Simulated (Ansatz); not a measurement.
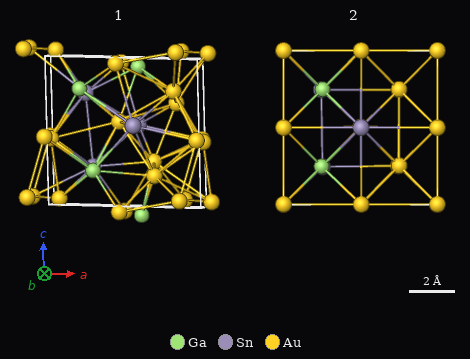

Two geometries of crystalline Ga3Sn3Au10 (a generated structure, set up in P1) (coarse preliminary run), drawn at one scale. One is the start of a relaxation, the other its converged end. A ball-and-stick model of the cell of the calculation, seen along the b axis.

These are results of DFT PBEsol, scalar-relativistic, plane waves, PAW in Ansatz, not measurements. Set-up: plane-wave cutoff 420 eV; k-point mesh 2 × 2 × 2; occupations gaussian; smearing width 0.1 eV; mesh shifted by (0.5, 0.5, 0.5); no spin polarisation; cell and atoms relaxed; force threshold 0.04 eV/Å; at most 50 steps.

Which of the two is the end point?

Answer. Structure 1 is the relaxed one. Case: elements placed on the bcc lattice with like neighbours. Over 15 accepted moves (18 points after the start) the energy falls by 176 meV per atom. The largest force component goes from 1.6 to 0.036 eV/Å. Pressure: −8.35 GPa at the start and 0.02 GPa at the end. The line search rejected the trial steps at points 10, 16 of the run. The SCF was repeated once at an unchanged geometry on a basis and grid sized afresh for the cell, which shifted the energy by 0.3 meV per atom at most. The largest move relative to the cell is that of an Au atom, 1.15 Å along [−3 −2 1]. By element the largest moves are Au 1.15 Å, Ga 0.85 Å, Sn 0.57 Å. The volume changes by −5.4 %, with a 6.847 → 6.782 Å (−1.0 %), b 6.847 → 6.789 Å (−0.8 %), c 6.847 → 6.621 Å (−3.3 %), α 90.0° → 89.1°, β 90.0° → 92.8°, γ 90.0° → 85.8°. Near-neighbour distances that change, for instance: Au–Ga 2.937 → 3.961 Å, Au–Ga 2.956 → 3.952 Å, Au–Au 3.417 → 4.395 Å, Au–Ga 3.445 → 2.603 Å. New bonds form, among them: Au–Ga (3.44 → 2.60 Å). Among the angles between lasting bonds that change: Sn–Au–Au 178.5° → 119.5°, Sn–Ga–Au 179.5° → 140.7°, Au–Au–Au 109.3° → 147.5°. The space group stays P1 (No. 1).

Limits of the set-up: the k-point mesh is coarse for a cell with partly filled bands.
